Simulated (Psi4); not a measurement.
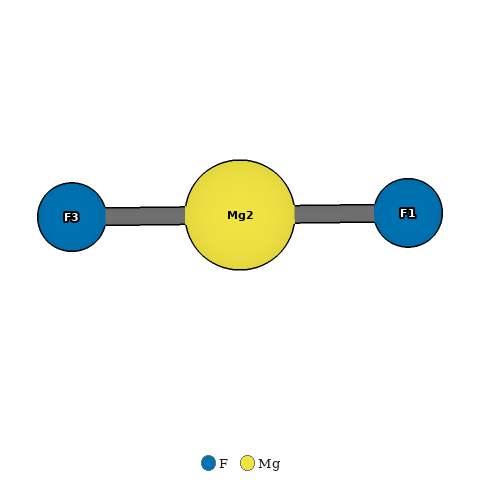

The molecule: MgF₂, SMILES [F][Mg][F], singlet.

Unscaled harmonic wavenumbers and double-harmonic intensities, TPSS/pcseg-1 in Psi4, at a geometry relaxed at this level, isolated molecule. Modes within 2 cm⁻¹ of each other count as one line, with their intensities summed. Lorentzian lines of 8 cm⁻¹ full width. Close modes add up in the curve.

Q: Which lines are the most intense, and is the structure a minimum?

A: The most intense lines lie at 112.6 cm⁻¹ (261.5 km/mol) and 850.1 cm⁻¹ (99.9 km/mol). It has no imaginary mode, so it is a minimum.

| cm⁻¹ | km/mol |
| --- | --- |
| 112.6 (×2) | 261.5 |
| 536.8 | 0.0 |
| 850.1 | 99.9 |

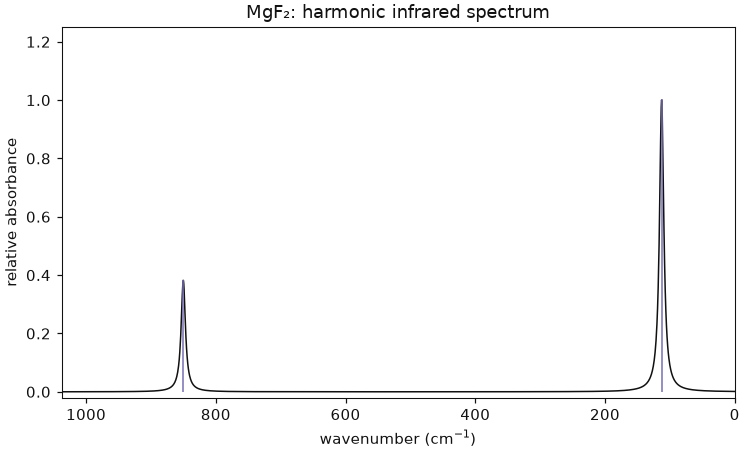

Note: double-zeta basis.
